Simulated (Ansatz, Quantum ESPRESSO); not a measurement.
# Work function of Na(110), 5 layers, part 2 of 5

Wanted: work functions and the surface dipole of Na(110), 5 layers at several levels, with their cost.

Quantum ESPRESSO 7.5; plane-wave DFT, PBE, GBRV ultrasoft pseudopotentials; geometry and cross-check by Ansatz 0.2.0 with PAW datasets.

So far. Step 2 (Geometry from Ansatz):  Held were the atoms numbered 3; the forces quoted are those on the free ones.

**3. SCF with pw.x**

The work function is the vacuum level less the Fermi level, so the run needs a vacuum wide enough for a flat potential.

Level of this step: plane-wave DFT, PBE, GBRV ultrasoft pseudopotentials (Quantum ESPRESSO 7.5).

Contents of scf.in:

```
&control
  prefix = 'scf'
  outdir = './out'
  pseudo_dir = './pseudo'
  calculation = 'scf'
  tprnfor = .true.
/
&system
  ibrav = 0
  nat = 5
  ntyp = 1
  ecutwfc = 40
  ecutrho = 200
  occupations = 'smearing'
  smearing = 'mv'
  degauss = 0.02
/
&electrons
  conv_thr = 1e-07
  mixing_beta = 0.4
  electron_maxstep = 120
  mixing_mode = 'local-TF'
/
ATOMIC_SPECIES
  Na  22.9898  na_pbe_v1.5.uspp.F.UPF
CELL_PARAMETERS angstrom
  2.99106168440000 -2.11500000000000 0.00000000000000
  2.99106168440000 2.11500000000000 0.00000000000000
  0.00000000000000 0.00000000000000 27.96424673770000
ATOMIC_POSITIONS crystal
  Na  0.000000000000 0.000000000000 0.291095657218
  Na  0.500000000000 0.500000000000 0.395428795596
  Na  0.000000000000 0.000000000000 0.500000000000
  Na  0.500000000000 0.500000000000 0.604571219207
  Na  0.000000000000 0.000000000000 0.708904366260
K_POINTS automatic
  8 8 1 0 0 0
```

On the command line:

```bash
$ OMP_NUM_THREADS=1 mpirun -n 4 pw.x -nk 4 -in scf.in > scf.out
```

Log:

```text
Program PWSCF v.7.5 starts
[citation notice left out]

     Parallel version (MPI & OpenMP), running on       4 processor cores
     Number of MPI processes:                 4
     Threads/MPI process:                     1

     MPI processes distributed on     1 nodes
[...]
Current dimensions of program PWSCF are:
     Max number of different atomic species (ntypx) = 10
     Max number of k-points (npk) =  40000
     Max angular momentum in pseudopotentials (lmaxx) =  4
     Message from routine setup:
     using ibrav=0 with symmetry is DISCOURAGED, use correct ibrav instead

     K-points division:     npool     =       4
     Subspace diagonalization in iterative solution of the eigenvalue problem:
     a serial algorithm will be used

     G-vector sticks info
     --------------------
     sticks:   dense  smooth     PW     G-vecs:    dense   smooth      PW
     Sum         713     571    173               114077    81483   13911

     Using Slab Decomposition

     bravais-lattice index     =            0
     lattice parameter (alat)  =       6.9226  a.u.
     unit-cell volume          =    2387.6214 (a.u.)^3
     number of atoms/cell      =            5
     number of atomic types    =            1
     number of electrons       =        45.00
     number of Kohn-Sham states=           28
     kinetic-energy cutoff     =      40.0000  Ry
     charge density cutoff     =     200.0000  Ry
     scf convergence threshold =      1.0E-07
     mixing beta               =       0.4000
     number of iterations used =            8  local-TF  mixing
     Exchange-correlation=  SLA  PW   PBX  PBC
                           (   1   4   3   4   0   0   0)

     celldm(1)=   6.922610  celldm(2)=   0.000000  celldm(3)=   0.000000
     celldm(4)=   0.000000  celldm(5)=   0.000000  celldm(6)=   0.000000

     crystal axes: (cart. coord. in units of alat)
               a(1) = (   0.816497  -0.577350   0.000000 )
               a(2) = (   0.816497   0.577350   0.000000 )
               a(3) = (   0.000000   0.000000   7.633648 )

     reciprocal axes: (cart. coord. in units 2 pi/alat)
               b(1) = (  0.612372 -0.866025  0.000000 )
               b(2) = (  0.612372  0.866025 -0.000000 )
               b(3) = ( -0.000000  0.000000  0.130999 )

     PseudoPot. # 1 for Na read from file:
     ./pseudo/na_pbe_v1.5.uspp.F.UPF
     Pseudo is Ultrasoft, Zval =  9.0
     Generated by new atomic code, or converted to UPF format
     Using radial grid of  819 points,  5 beta functions with:
                l(1) =   0
                l(2) =   0
                l(3) =   1
                l(4) =   1
                l(5) =   2
     Q(r) pseudized with  8 coefficients,  rinner =    1.250   1.250   1.250
                                                       1.250   1.250

     atomic species   valence    mass     pseudopotential
     Na                9.00    22.98980     Na( 1.00)

      8 Sym. Ops., with inversion, found

   Cartesian axes

     site n.     atom                  positions (alat units)
         1        Na     tau(   1) = (   0.0000000   0.0000000   2.2221218  )
         2        Na     tau(   2) = (   0.8164966   0.0000000   3.0185642  )
         3        Na     tau(   3) = (   0.0000000   0.0000000   3.8168240  )
         4        Na     tau(   4) = (   0.8164966   0.0000000   4.6150838  )
         5        Na     tau(   5) = (   0.0000000   0.0000000   5.4115264  )

     number of k points=    21  Marzari-Vanderbilt smearing, width (Ry)=  0.0200
                       cart. coord. in units 2pi/alat
        k(    1) = (   0.0000000   0.0000000   0.0000000), wk =   0.0312500
        k(    2) = (   0.0765466   0.1082532   0.0000000), wk =   0.1250000
        k(    3) = (   0.1530931   0.2165064   0.0000000), wk =   0.1250000
        k(    4) = (   0.2296397   0.3247595   0.0000000), wk =   0.1250000
        k(    5) = (  -0.3061862  -0.4330127   0.0000000), wk =   0.0625000
        k(    6) = (   0.1530931   0.0000000   0.0000000), wk =   0.0625000
        k(    7) = (   0.2296397   0.1082532   0.0000000), wk =   0.1250000
        k(    8) = (   0.3061862   0.2165064   0.0000000), wk =   0.1250000
        k(    9) = (  -0.2296397  -0.5412659   0.0000000), wk =   0.1250000
        k(   10) = (  -0.1530931  -0.4330127   0.0000000), wk =   0.1250000
[...]
k(   21) = (  -0.6123724   0.0000000   0.0000000), wk =   0.0312500

     Dense  grid:   114077 G-vectors     FFT dimensions: (  32,  32, 240)

     Smooth grid:    81483 G-vectors     FFT dimensions: (  27,  27, 216)

     Estimated max dynamical RAM per process >     158.16 MB

     Estimated total dynamical RAM >     549.08 MB

     Initial potential from superposition of free atoms

     starting charge      44.9685, renormalised to      45.0000

     negative rho (up, down):  5.849E-04 0.000E+00
     Starting wfcs are   25 randomized atomic wfcs +    3 random wfcs

     total cpu time spent up to now is        1.1 secs

     per-process dynamical memory:    94.6 Mb

     Self-consistent Calculation

     iteration #  1     ecut=    40.00 Ry     beta= 0.40
     Davidson diagonalization with overlap
     ethr =  1.00E-02,  avg # of iterations =  6.4

     Threshold (ethr) on eigenvalues was too large:
     Diagonalizing with lowered threshold

     Davidson diagonalization with overlap
     ethr =  3.02E-04,  avg # of iterations =  3.0

     negative rho (up, down):  7.411E-06 0.000E+00

     total cpu time spent up to now is        6.9 secs

     total energy              =    -476.71064852 Ry
     estimated scf accuracy    <       0.13644753 Ry

     iteration #  2     ecut=    40.00 Ry     beta= 0.40
[...]
total energy              =    -476.69702792 Ry
     estimated scf accuracy    <       0.08344504 Ry

     iteration #  3     ecut=    40.00 Ry     beta= 0.40
[...]
total energy              =    -476.70310837 Ry
     estimated scf accuracy    <       0.00337401 Ry

     iteration #  4     ecut=    40.00 Ry     beta= 0.40
[...]
total energy              =    -476.70330839 Ry
     estimated scf accuracy    <       0.00461597 Ry

     iteration #  5     ecut=    40.00 Ry     beta= 0.40
[...]
total energy              =    -476.70302363 Ry
     estimated scf accuracy    <       0.00315647 Ry

     iteration #  6     ecut=    40.00 Ry     beta= 0.40
[...]
total energy              =    -476.70275030 Ry
     estimated scf accuracy    <       0.00140590 Ry

     iteration #  7     ecut=    40.00 Ry     beta= 0.40
[...]
negative rho (up, down):  3.671E-04 0.000E+00

[...]
total energy              =    -476.70270503 Ry
     estimated scf accuracy    <       0.00050820 Ry

     iteration #  8     ecut=    40.00 Ry     beta= 0.40
[...]
negative rho (up, down):  8.091E-06 0.000E+00

[...]
total energy              =    -476.70280621 Ry
     estimated scf accuracy    <       0.00005371 Ry

     iteration #  9     ecut=    40.00 Ry     beta= 0.40
[...]
negative rho (up, down):  1.679E-05 0.000E+00

[...]
total energy              =    -476.70285954 Ry
     estimated scf accuracy    <       0.00003279 Ry

     iteration # 10     ecut=    40.00 Ry     beta= 0.40
[...]
negative rho (up, down):  1.019E-04 0.000E+00

[...]
total energy              =    -476.70286735 Ry
     estimated scf accuracy    <       0.00003766 Ry

     iteration # 11     ecut=    40.00 Ry     beta= 0.40
[...]
negative rho (up, down):  3.461E-05 0.000E+00

[...]
total energy              =    -476.70287079 Ry
     estimated scf accuracy    <       0.00000205 Ry

     iteration # 12     ecut=    40.00 Ry     beta= 0.40
[...]
negative rho (up, down):  2.976E-05 0.000E+00

[...]
total energy              =    -476.70287117 Ry
     estimated scf accuracy    <       0.00000019 Ry

     iteration # 13     ecut=    40.00 Ry     beta= 0.40
[...]
negative rho (up, down):  6.529E-07 0.000E+00

[...]
End of self-consistent calculation

          k = 0.0000 0.0000 0.0000 ( 10113 PWs)   bands (ev):

   -53.6648 -53.6648 -53.4666 -53.4666 -53.4205 -25.5977 -25.5977 -25.5693
   -25.5693 -25.5671 -25.5670 -25.3921 -25.3885 -25.3811 -25.3806 -25.3733
   -25.3733 -25.3404 -25.3338 -25.3267  -3.5940  -3.2152  -2.5462  -1.6504
    -0.5921   0.3333   1.5400   2.4072

          k = 0.0765 0.1083 0.0000 ( 10136 PWs)   bands (ev):

   -53.6647 -53.6647 -53.4665 -53.4665 -53.4203 -25.5973 -25.5973 -25.5719
   -25.5719 -25.5681 -25.5680 -25.3914 -25.3884 -25.3830 -25.3828 -25.3749
   -25.3749 -25.3401 -25.3356 -25.3284  -3.3911  -3.0135  -2.3464  -1.4528
    -0.3977   0.5188   1.7325   2.5988

          k = 0.1531 0.2165 0.0000 ( 10151 PWs)   bands (ev):

   -53.6644 -53.6644 -53.4662 -53.4662 -53.4200 -25.5963 -25.5963 -25.5802
   -25.5802 -25.5685 -25.5685 -25.3914 -25.3899 -25.3883 -25.3882 -25.3767
   -25.3767 -25.3422 -25.3398 -25.3300  -2.7871  -2.4129  -1.7512  -0.8649
     0.1797   1.0759   2.2659   3.1010

          k = 0.2296 0.3248 0.0000 ( 10171 PWs)   bands (ev):

   -53.6641 -53.6641 -53.4659 -53.4659 -53.4197 -25.5953 -25.5953 -25.5887
   -25.5887 -25.5688 -25.5688 -25.3989 -25.3977 -25.3885 -25.3868 -25.3776
   -25.3773 -25.3496 -25.3395 -25.3305  -1.7953  -1.4268  -0.7752   0.0896
     0.9825   1.4546   1.6829   2.0086

          k =-0.3062-0.4330 0.0000 ( 10202 PWs)   bands (ev):

   -53.6639 -53.6639 -53.4657 -53.4657 -53.4196 -25.5949 -25.5949 -25.5922
   -25.5922 -25.5689 -25.5688 -25.4024 -25.4011 -25.3886 -25.3859 -25.3779
   -25.3774 -25.3526 -25.3395 -25.3306  -0.4473  -0.4326  -0.1082  -0.0656
     0.3785   0.8100   1.4917   1.5090

          k = 0.1531 0.0000 0.0000 ( 10137 PWs)   bands (ev):

   -53.6646 -53.6646 -53.4664 -53.4664 -53.4202 -25.5970 -25.5970 -25.5713
   -25.5712 -25.5711 -25.5710 -25.3913 -25.3879 -25.3829 -25.3824 -25.3775
   -25.3775 -25.3399 -25.3356 -25.3309  -3.3237  -2.9464  -2.2799  -1.3871
    -0.3326   0.5808   1.7996   2.6650

[...]
the Fermi energy is    -0.4265 ev

!    total energy              =    -476.70287106 Ry
     estimated scf accuracy    <       0.00000003 Ry
     smearing contrib. (-TS)   =      -0.00008164 Ry
     internal energy E=F+TS    =    -476.70278942 Ry

     The total energy is F=E-TS. E is the sum of the following terms:
     one-electron contribution =   -1617.35067213 Ry
     hartree contribution      =     807.08238257 Ry
     xc contribution           =     -71.51732654 Ry
     ewald contribution        =     405.08282668 Ry

     convergence has been achieved in  13 iterations

     Forces acting on atoms (cartesian axes, Ry/au):

     atom    1 type  1   force =     0.00000000    0.00000000    0.00009403
     atom    2 type  1   force =     0.00000000    0.00000000   -0.00014414
     atom    3 type  1   force =     0.00000000    0.00000000    0.00000000
     atom    4 type  1   force =     0.00000000    0.00000000    0.00014414
     atom    5 type  1   force =     0.00000000    0.00000000   -0.00009403

     Total force =     0.000243     Total SCF correction =     0.000229
     SCF correction compared to forces is large: reduce conv_thr to get better values

[...]
=------------------------------------------------------------------------------=
   JOB DONE.
=------------------------------------------------------------------------------=
```

Wall time 42 s (4 MPI ranks of Arm Neoverse V2, shared host); peak memory 0.69 GiB; 2.8 min of CPU time.

Read from the output:

* free energy: -6485.8730 eV
* Fermi energy: -0.4265 eV

The run needed 13 iterations to bring the estimated error under 1e-07 Ry.

**4. Electrostatic potential**

The vacuum level is read from the electrostatic potential (plot_num = 11), averaged over planes.

Contents of pot.in:

```
&inputpp
  prefix = 'scf'
  outdir = './out'
  filplot = 'pot.dat'
  plot_num = 11
/
```

On the command line:

```bash
$ OMP_NUM_THREADS=1 mpirun -n 4 pp.x -in pot.in > pot.out
```

Log:

```text
[banner, memory and clock lines left out]
Program POST-PROC v.7.5 starts

          URL

     ./out/scf.save/

     IMPORTANT: XC functional enforced from input :
     Exchange-correlation= PBE
                           (   1   4   3   4   0   0   0)
     Any further DFT definition will be discarded
     Please, verify this is what you really want

     negative rho (up, down):  6.529E-07 0.000E+00

     Calling punch_plot, plot_num =  11
     Writing data to file  pot.dat
     Message from routine chdens:
     namelist plot not found or invalid, exiting
```

The job ended after 0.82 s (4 MPI ranks; peak memory 0.09 GiB; 2.9 s of CPU time).

This step gave:

| Item | Value |
| --- | --- |
| work function of the upper face | 2.803 eV |
| slope of the potential above | 0.001937 eV/Å |
| upper vacuum line continued to the top atoms, over the Fermi level | 2.792 eV |
| work function of the lower face | 2.803 eV |
| slope of the potential below | -0.001340 eV/Å |
| lower vacuum line continued to the bottom atoms, over the Fermi level | 2.795 eV |

The potential energy, planar mean oscillates, so the rows of the table below give means over windows of 2.91 Å about each position, cut where the curve ends. Its maxima inside the range that stand out by 2 % of the span (Å: eV): 8.2: 23.6, 9.6: 1.73, 11.1: 23.6, 12.5: 1.76, 14.0: 23.7, 15.5: 1.76, 16.9: 23.6, 18.4: 1.73, 19.8: 23.6. Its minima: 7.3: 0.184, 9.0: 0.625, 10.3: 0.469, 11.9: 0.597, 13.2: 0.570, 14.8: 0.570, 16.1: 0.597, 17.7: 0.469, 19.0: 0.625, 20.6: 0.184.

Electrostatic potential energy of an electron; zero at the Fermi level. The potential energy, planar mean by z; means over each step:

```csv
z (Å),"potential energy, planar mean (eV)"
1.46,2.80
4.37,2.76
7.28,7.47
10.19,7.31
13.10,7.34
16.01,7.32
18.91,7.27
21.83,2.17
24.73,2.80
27.65,2.80
```

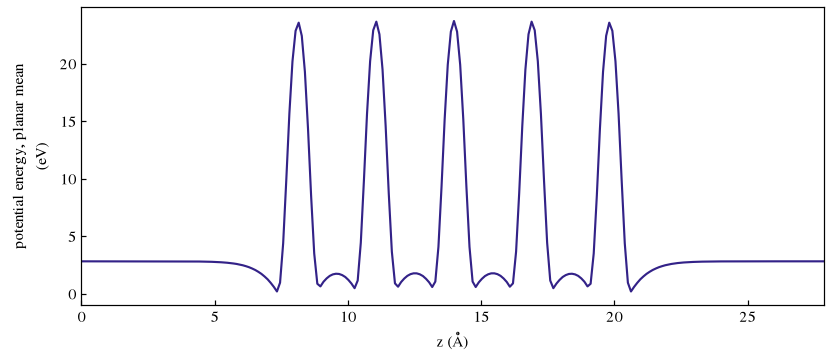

Potential energy, planar mean, plotted against z.

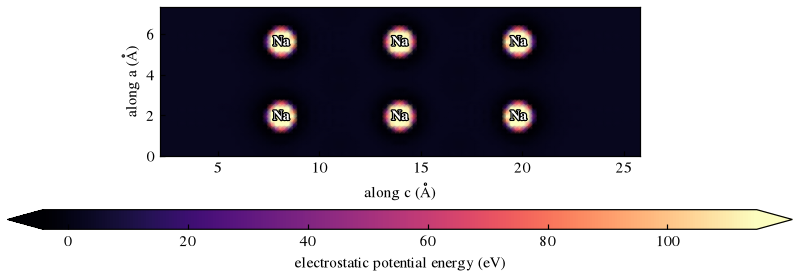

Electrostatic potential energy in the ca plane at fractional y = 0.000, with atoms of Na within 0.2 Å of it. With pseudopotentials it is smooth inside the atoms' cores, unlike the true potential. The map starts off the cell's origin, so that atoms lie inside it. The far vacuum is left out of the map.

The vacuum is flat to 1.9 meV/Å, so its level is well defined. Inside the slab the curve depends on the local part of the pseudopotentials; only the vacuum level has a meaning of its own.

**5. Macroscopic average**

A running mean over one period damps the atomic wiggles and leaves the mean of this pseudopotential's potential.

Contents of avg.in:

```
1
pot.dat
1.0
374
3
5.6522874054
```

On the command line:

```bash
$ OMP_NUM_THREADS=1 average.x < avg.in > avg.out
```

Log:

```text
[banner, memory and clock lines left out]
Program AVERAGE v.7.5 starts

          URL

     Reading header from file  pot.dat
     Reading data from file  pot.dat
     Output written to file avg.dat

[...]
```

The job ended after 0.53 s (1 MPI rank; peak memory 0.11 GiB).

Read from the output:

* average.x's running mean inside the slab, on the run's own zero: 6.882 eV
* mean potential by an exact Fourier window inside the slab, on the run's own zero: 6.888 eV

The potential energy (planar mean) oscillates, so the rows of the table below give means over windows of 2.92 Å about each position, cut where the curve ends. Its maxima inside the range that stand out by 2 % of the span (Å: eV): 8.2: 23.6, 9.6: 1.73, 11.1: 23.6, 12.5: 1.76, 14.0: 23.7, 15.5: 1.76, 16.9: 23.6, 18.4: 1.73, 19.8: 23.6. Its minima: 7.3: 0.209, 8.9: 0.570, 10.2: 0.491, 11.8: 0.561, 13.2: 0.589, 14.8: 0.589, 16.2: 0.562, 17.7: 0.491, 19.1: 0.570, 20.6: 0.209.

Electrostatic potential energy of an electron; zero at the Fermi level; window 2.9911 Å. Table of potential energy by z; means over each step:

```csv
z (Å),planar mean (eV),running mean (eV)
1.46,2.80,2.80
4.38,2.76,2.69
7.30,7.47,5.80
10.22,7.29,7.29
13.14,7.33,7.32
16.06,7.31,7.31
18.98,7.25,7.27
21.90,2.12,3.88
24.82,2.80,2.79
27.74,2.80,2.80
```

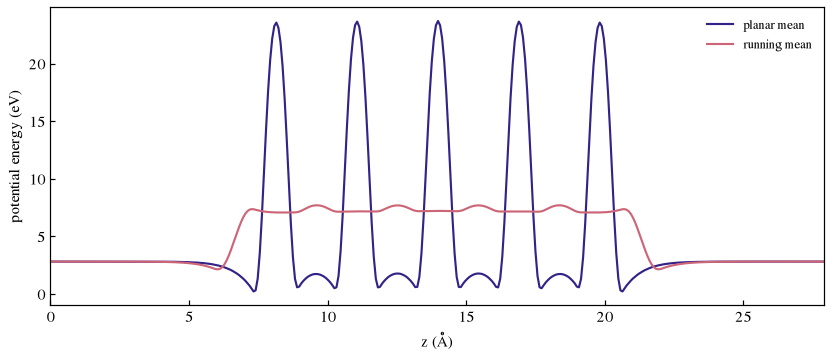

Potential energy, plotted against z.

Where the running mean is not flat inside, average.x's window, rounded to the grid, doesn't match the spacings there.

**6. Valence density**

plot_num = 0 writes the valence density.

Contents of rho.in:

```
&inputpp
  prefix = 'scf'
  outdir = './out'
  filplot = 'rho.dat'
  plot_num = 0
/
```

On the command line:

```bash
$ OMP_NUM_THREADS=1 mpirun -n 4 pp.x -in rho.in > rho.out
```

Log:

```text
[banner, memory and clock lines left out]
Program POST-PROC v.7.5 starts

          URL

     ./out/scf.save/

     IMPORTANT: XC functional enforced from input :
     Exchange-correlation= PBE
                           (   1   4   3   4   0   0   0)
     Any further DFT definition will be discarded
     Please, verify this is what you really want

     negative rho (up, down):  6.529E-07 0.000E+00

     Calling punch_plot, plot_num =   0
     Writing data to file  rho.dat
     Message from routine chdens:
     namelist plot not found or invalid, exiting
```

Elapsed: 0.81 s, on 4 MPI ranks; peak memory 0.11 GiB; 2.9 s of CPU time.

This step gave:

```
electrons by integration : 45.00 e
```

The valence density, planar mean oscillates, so the rows of the table below give means over windows of 2.91 Å about each position, cut where the curve ends. Its maxima inside the range that stand out by 2 % of the span (Å: e/Å³): 8.2: 1.03, 11.1: 1.03, 14.0: 1.03, 16.9: 1.03, 19.8: 1.03. Its minima: 9.7: 0.0305, 12.6: 0.0307, 15.4: 0.0307, 18.3: 0.0305.

Mean over planes. Table of valence density, planar mean by z; means over each step:

```csv
z (Å),"valence density, planar mean (e/Å³)"
1.46,3.7e-6
4.37,7.6e-4
7.28,0.230
10.19,0.244
13.10,0.244
16.01,0.244
18.91,0.244
21.83,0.0147
24.73,1.0e-4
```

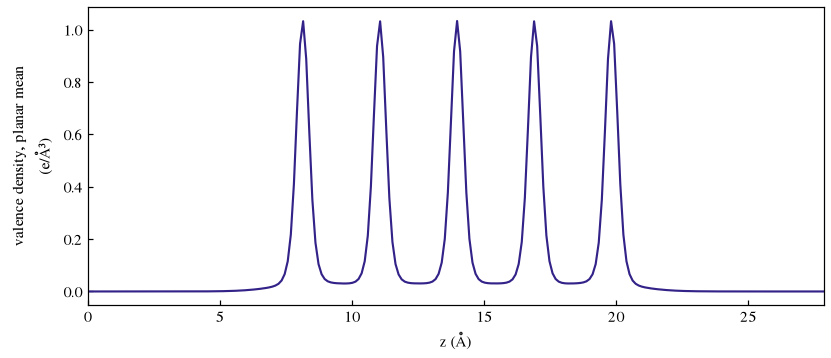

Valence density, planar mean, plotted against z.

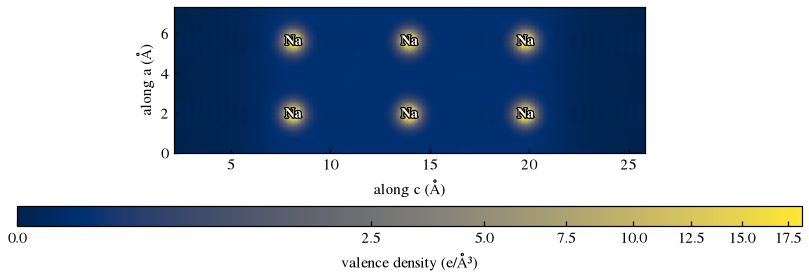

Valence density in the ca plane at fractional y = 0.000, with atoms of Na within 0.2 Å of it. It is the smooth field of the valence electrons, not physical close to the nuclei. The map starts off the cell's origin, so that atoms lie inside it. The colour scale is stretched toward low values. The far vacuum is left out of the map.

The density integrates to 45.000 electrons, as the 45 of the input ask.

[end of part 2 of 5]

[Logs are printed without paths, hosts, clocks, repeated set-up lines and the standing remarks that a program may print on its own settings, such as how far it seeks lower states.]

[Hosts, paths, dates, database ids (printed as entryN), source tags and the programs' standing remarks are cut or masked in the printed files.]

[Maps of the electrostatic potential energy from Ansatz leave out the sawtooth potential of an applied field or a dipole correction, so their vacuum need not be flat; planar profiles and work functions include it.]
